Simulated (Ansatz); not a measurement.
**AlSi2H5O (SMILES [SiH3][Al]1[O][SiH2]1): levels of theory compared**

We compute a comparison of 6 runs (HF/6-31G*, BHLYP/6-31G*, r2SCAN/6-31G*, revPBE/6-31G*, wB97M-V/6-31G*, RPA@PBE/6-31G*) of AlSi2H5O. 

Program for the calculation: Ansatz 0.2.0.

83 further runs of the same task are left out: 1 that didn't finish, 82 set aside as unsound or not needed.

### 1 Starting point

AlSi2H5O: 9 atoms, total charge 0, spin state singlet. SMILES: `[SiH3][Al]1[O][SiH2]1`. The Si4–H8 distance was set to 3.277 Å, away from the relaxed value. At this shape a bond of the SMILES string is far longer than usual.

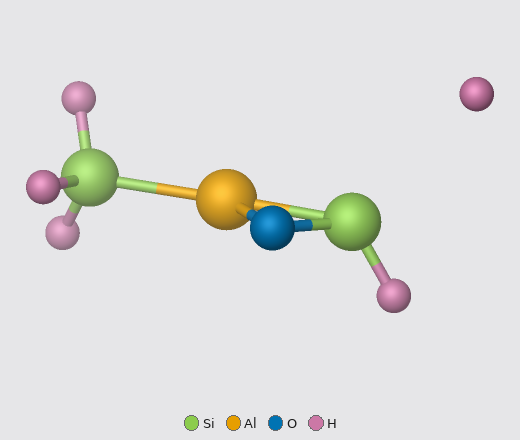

The structure, seen from a chosen angle (silicon green, aluminium amber, oxygen blue, hydrogen pink).

### 2 The energy at HF/6-31G(d) (spherical functions) (run 1)

Contents of input.yaml:

```yaml
crystal:
  periodic: [false, false, false]
  atoms:
    - {symbol: Si, position_ang: [-0.562538, 3.457018, -0.934011]}
    - {symbol: Al, position_ang: [-0.034538, 1.591018, 0.563489]}
    - {symbol: O, position_ang: [1.483062, 0.774618, 0.834989]}
    - {symbol: Si, position_ang: [0.568962, -0.137782, 1.921589]}
    - {symbol: H, position_ang: [-1.673438, 3.066618, -1.844211]}
    - {symbol: H, position_ang: [-1.009738, 4.626318, -0.128611]}
    - {symbol: H, position_ang: [0.616862, 3.852718, -1.749511]}
    - {symbol: H, position_ang: [0.403300, -3.327600, 1.187000]}
    - {symbol: H, position_ang: [1.019362, -0.030082, 3.337589]}
basis:
  gaussian:
    orbitals: 6-31G_st_-spherical.json
hamiltonian:
  xc: hf
accuracy: high
output: {orbitals: {seedname: orbitals}}
```

The basis set 6-31G* is read from a file made from the Basis Set Exchange's data (not shown).

The run is started by

```
$ ansatz run input.yaml --threads 1 --pin off --max-ram 3480MiB --events-out events.jsonl --progress --plain --runs-dir runs
```

Log:

```text
Warning: RAYON_NUM_THREADS=1 ignored (pool sized by the plan → 1); use --threads N
Functional definition: HF
  name "HF"
  exchange = exact_x
  correlation = 0
1693 factors; integrals over basis functions are off by at most 1.8e-8 eV
mean field evaluation 1: about -24412.4208 eV, gradient 4.3e1 eV
mean field evaluation 2: about -24412.5616 eV, gradient 4.3e1 eV
mean field evaluation 4: about -24417.4366 eV, gradient 3.8e0 eV
mean field evaluation 8: about -24417.5611 eV, gradient 2.0e-1 eV
mean field evaluation 16: about -24417.5620 eV, gradient 1.2e-8 eV
mean field evaluation 32: about -24412.4202 eV, gradient 4.3e1 eV
mean field -24417.56198398 eV, -897.3288520933 hartree, gradient 2.4e-8 eV, S^2 0.000000; 1 other end points of the search recorded, 0 dependent functions left out
reference -24417.56198398 eV, -897.3288520933 hartree; 27, 27 occupied and 51, 51 virtual orbitals, 1693 factors
Total energy: -24417.56198398 eV, -897.3288520933 hartree
```

Wall time 2.7 s (1 thread of Arm Neoverse V1, shared host); peak memory 0.2 GiB.

### 3 A single-point energy at BHLYP/6-31G(d) (spherical functions) (run 2)

Contents of run.yaml:

```yaml
crystal:
  periodic: [false, false, false]
  atoms:
    - {symbol: Si, position_ang: [-0.562538, 3.457018, -0.934011]}
    - {symbol: Al, position_ang: [-0.034538, 1.591018, 0.563489]}
    - {symbol: O, position_ang: [1.483062, 0.774618, 0.834989]}
    - {symbol: Si, position_ang: [0.568962, -0.137782, 1.921589]}
    - {symbol: H, position_ang: [-1.673438, 3.066618, -1.844211]}
    - {symbol: H, position_ang: [-1.009738, 4.626318, -0.128611]}
    - {symbol: H, position_ang: [0.616862, 3.852718, -1.749511]}
    - {symbol: H, position_ang: [0.403300, -3.327600, 1.187000]}
    - {symbol: H, position_ang: [1.019362, -0.030082, 3.337589]}
basis:
  gaussian:
    orbitals: 6-31G_st_-spherical.json
hamiltonian:
  xc: {name: BHLYP}
accuracy: high
output: {orbitals: {seedname: orbitals}}
```

The basis set 6-31G* is read from a file made from the Basis Set Exchange's data (not shown).

The run is started by

```
$ ansatz run run.yaml --threads 1 --pin off --max-ram 3480MiB --events-out events.jsonl --progress --plain --runs-dir runs
```

Log:

```text
Warning: RAYON_NUM_THREADS=1 ignored (pool sized by the plan → 1); use --threads N
Functional definition: BHLYP
  name "BHLYP"
  parameter a = 0.5
  exchange = (1 - a)*b88_x + a*exact_x
  correlation = lyp_c
1693 factors; integrals over basis functions are off by at most 1.8e-8 eV
mean field evaluation 1: about -24468.0827 eV, gradient 5.2e1 eV
mean field evaluation 2: about -24454.0409 eV, gradient 9.7e1 eV
mean field evaluation 4: about -24473.2367 eV, gradient 8.0e0 eV
mean field evaluation 8: about -24473.8173 eV, gradient 2.4e-1 eV
mean field evaluation 16: about -24473.8177 eV, gradient 1.0e-4 eV
mean field -24473.81773097 eV, -899.3962126636 hartree, gradient 4.3e-8 eV, S^2 0.000000; 0 other end points of the search recorded, 0 dependent functions left out
reference -24473.81776479 eV, -899.3962139067 hartree; 27, 27 occupied and 51, 51 virtual orbitals, 1693 factors
Total energy: -24473.81776479 eV, -899.3962139067 hartree
```

It took 9.6 s on 1 thread of Arm Neoverse V1, shared host; peak memory 0.26 GiB.

Runs 3 to 4 aren't shown in full; the table further down has their settings and results.

### 4 A single-point energy at wB97M-V/6-31G(d) (spherical functions) (run 5)

Contents of molecule.yaml:

```yaml
crystal:
  periodic: [false, false, false]
  atoms:
    - {symbol: Si, position_ang: [-0.562538, 3.457018, -0.934011]}
    - {symbol: Al, position_ang: [-0.034538, 1.591018, 0.563489]}
    - {symbol: O, position_ang: [1.483062, 0.774618, 0.834989]}
    - {symbol: Si, position_ang: [0.568962, -0.137782, 1.921589]}
    - {symbol: H, position_ang: [-1.673438, 3.066618, -1.844211]}
    - {symbol: H, position_ang: [-1.009738, 4.626318, -0.128611]}
    - {symbol: H, position_ang: [0.616862, 3.852718, -1.749511]}
    - {symbol: H, position_ang: [0.403300, -3.327600, 1.187000]}
    - {symbol: H, position_ang: [1.019362, -0.030082, 3.337589]}
basis:
  gaussian:
    orbitals: 6-31G_st_-spherical.json
hamiltonian:
  xc: {name: wB97M-V}
accuracy: high
output: {orbitals: {seedname: orbitals}}
```

The basis set 6-31G* is read from a file made from the Basis Set Exchange's data (not shown).

The run is started by

```
$ ansatz run molecule.yaml --threads 1 --pin off --max-ram 3480MiB --events-out events.jsonl --progress --plain --runs-dir runs
```

Log, shortened:

```text
Warning: RAYON_NUM_THREADS=1 ignored (pool sized by the plan → 1); use --threads N
Functional definition: wB97M-V
  name "wB97M-V"
[...]
  gx(w, u) = 1 - cx + cx01*u + cx10*w
  gss(w, u) = css00 + css04*u^4 + css10*w + css20*w^2 + css43*w^4*u^3
  gos(w, u) = cos00 + cos10*w + (cos20 + cos21*u)*w^2 + (cos60 + cos61*u)*w^6
[...]
      + integral(e_c_pw_mod_opposite_spin*gos(b97_w_opposite, b97_u_opposite)) + vv10(b, c)
1693 factors; integrals over basis functions are off by at most 1.8e-8 eV
462 factors; integrals over basis functions are off by at most 2.3e-9 eV
[...]
mean field -24472.49986376 eV, -899.3477819371 hartree, gradient 5.2e-8 eV, S^2 0.000000; 0 other end points of the search recorded, 0 dependent functions left out
reference -24472.49986986 eV, -899.3477821610 hartree; 27, 27 occupied and 51, 51 virtual orbitals, 1693 factors
Total energy: -24472.49986986 eV, -899.3477821610 hartree
```

Run time: 2 min. Hardware: 1 thread of Arm Neoverse V1, shared host; peak memory 0.6 GiB.

### 5 A single-point energy at RPA@PBE/6-31G(d) (spherical functions) (run 6)

Contents of input.yaml:

```yaml
crystal:
  periodic: [false, false, false]
  atoms:
    - symbol: Si
      position_ang: [-0.562538, 3.457018, -0.934011]
    - symbol: Al
      position_ang: [-0.034538, 1.591018, 0.563489]
    - symbol: O
      position_ang: [1.483062, 0.774618, 0.834989]
    - symbol: Si
      position_ang: [0.568962, -0.137782, 1.921589]
    - symbol: H
      position_ang: [-1.673438, 3.066618, -1.844211]
    - symbol: H
      position_ang: [-1.009738, 4.626318, -0.128611]
    - symbol: H
      position_ang: [0.616862, 3.852718, -1.749511]
    - symbol: H
      position_ang: [0.403300, -3.327600, 1.187000]
    - symbol: H
      position_ang: [1.019362, -0.030082, 3.337589]
basis:
  gaussian: {orbitals: 6-31G_st_-spherical.json}
accuracy: high
correlation: {method: rpa, frozen_orbitals: {Al: 5, H: 0, O: 1, Si: 5}}
hamiltonian: {xc: pbe}
```

The basis set 6-31G* is read from a file made from the Basis Set Exchange's data (not shown).

The run is started by

```
$ ansatz run input.yaml --threads 1 --pin off --max-ram 3480MiB --events-out events.jsonl --progress --plain --runs-dir runs
```

Log, shortened:

```text
Warning: RAYON_NUM_THREADS=1 ignored (pool sized by the plan → 1); use --threads N
Functional definition: PBE
  name "PBE"
[...]
1693 factors; integrals over basis functions are off by at most 1.8e-8 eV
[...]
mean field -24461.45115491 eV, -898.9417493757 hartree, gradient 6.7e-8 eV, S^2 0.000000; 0 other end points of the search recorded, 0 dependent functions left out; unrestricted orbitals would lower it
unrestricted determinant -24419.68914418 eV, -897.4070237887 hartree, S^2 0.9876
16 core orbitals not correlated: weight in the atoms' cores, before any rotation towards them, 1.000 or more for the frozen orbitals, at most 0.000 for the correlated occupied ones
reference -24416.12822561 eV, -897.2761624451 hartree; 11, 11 occupied and 51, 51 virtual orbitals, 1693 factors
Total energy: -24436.63007823 eV, -898.0295916322 hartree
```

It took 14 s on 1 thread of Arm Neoverse V1, shared host; peak memory 0.3 GiB.

### 6 All runs side by side

| run | level | frozen core orbitals | energy (Eh) | HOMO energy (eV) | LUMO energy (eV) | HOMO–LUMO gap (eV) | wall time |
| --- | --- | --- | --- | --- | --- | --- | --- |
| 1 | HF/6-31G* (spherical functions) | – | -897.328852 | -6.97 | -0.61 | 6.37 | 2.7 s |
| 2 | BHLYP/6-31G* (spherical functions) | – | -899.396214 | -6.17 | -2.53 | 3.64 | 9.6 s |
| 3 | r2SCAN/6-31G* (spherical functions) | – | -899.339264 | -5.10 | -3.80 | 1.29 | 15 s |
| 4 | revPBE/6-31G* (spherical functions) | – | -899.269589 | -4.89 | -3.75 | 1.14 | 7.5 s |
| 5 | wB97M-V/6-31G* (spherical functions) | – | -899.347782 | -7.12 | -1.56 | 5.56 | 2 min |
| 6 | RPA@PBE/6-31G* (spherical functions) | 16 | -898.029592 | – | – | – | 14 s |

### 7 Summary of results

```
                               quantity          value
                    run 6: total energy  -898.02959 Eh
run 6: RPA correlation energy (valence)     -753.4 mEh
```

In words: Over runs 1, 2, 3, 4, 5 the HOMO–LUMO gap runs from 1.14 eV (revPBE/6-31G*) to 6.37 eV (HF/6-31G*). Exact exchange widens orbital gaps. Totals of different functionals can't be ranked against each other. In run 6 the log says that unrestricted orbitals would lower the reference, so the values rest on an unstable closed-shell determinant (other closed-shell runs at this shape may share the fault). All runs together took 2.8 min, the longest 2 min.
